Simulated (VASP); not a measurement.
Data:

```xyz
2
Lattice="0.0000 3.0492 3.0492 3.0492 0.0000 3.0492 3.0492 3.0492 0.0000" Properties=species:S:1:pos:R:3 pbc="T T T"
In     0.0000     0.0000     0.0000
As     1.5246     1.5246     1.5246
```

All values below come from MS2 meta-GGA, VASP's PBE PAW potentials (set 64) (plane waves; VASP). Settings: 520 eV cut-off, 12×12×12 Γ-centred mesh, tetrahedra with Blöchl corrections, potentials In_d As.

Unless said otherwise, spin-orbit coupling is left out, though it shifts the bands of the heavy elements here.

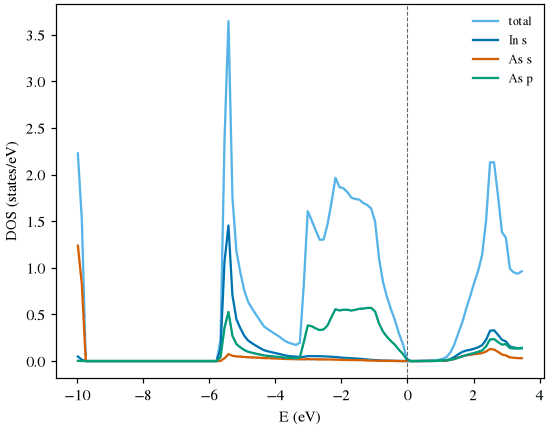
*Total and projected density of states, zero at the Fermi level*

Within 2 eV below the Fermi level the largest weight inside VASP's projection spheres is As p, then In p.

It has no gap at this level: it comes out as a metal or semimetal.

The compound is InAs in the zinc blende structure. It was relaxed first.
